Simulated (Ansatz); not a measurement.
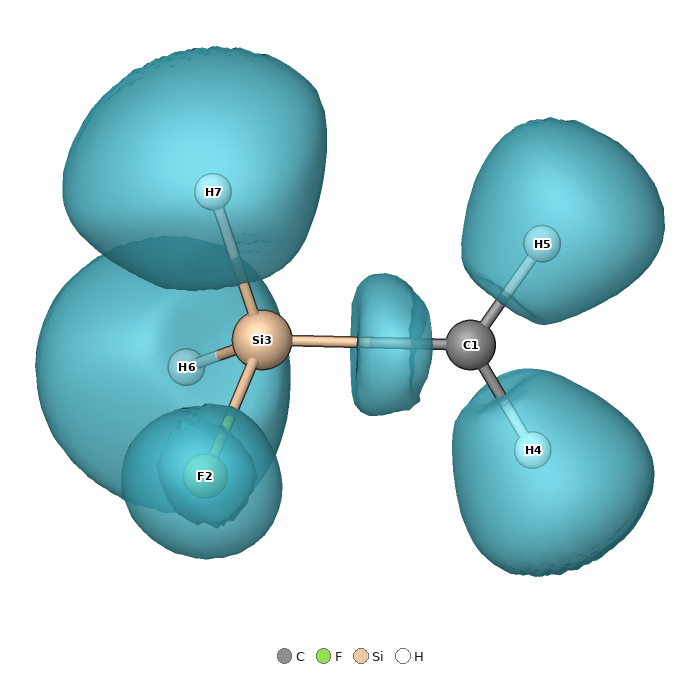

*CH4FSi (SMILES [CH2][SiH2]F) (doublet). Isosurface of the electron localisation function at 0.8 (cyan), seen across its widest extent. Core shells and regions of very low density are left out.*

Geometry: BLYP-D3(BJ)/def2-SVP.

Computed with Ansatz 0.2.0, isolated molecule in a Gaussian basis; Kohn-Sham density functional theory, functional PBE0.

```xyz
7

C    -0.0812   -0.5212   -1.6419
F     1.2451   -3.0509   -1.3795
Si    0.9159   -1.6561   -0.5682
H    -0.9797   -0.8607   -2.1855
H     0.1638    0.5460   -1.7761
H     0.1519   -2.0534    0.6615
H     2.2105   -1.0062   -0.1902
```

Q: Identify the bonds, lone pairs and shells in this picture.

A: The ELF exceeds this value in one region between bonded C–Si atoms (shared pairs), four regions around hydrogen nuclei and one region wrapped around F (its lone pairs, merged into a ring or cap). Profiles from the grid: Si–F (1.65 Å): the ELF peaks at about 0.85 in the valence shell of F, 0.6 Å from its nucleus, and is about 0.55 at the midpoint. C–Si (1.85 Å): the ELF peaks at about 0.95 between the atoms, as expected for a shared electron pair.
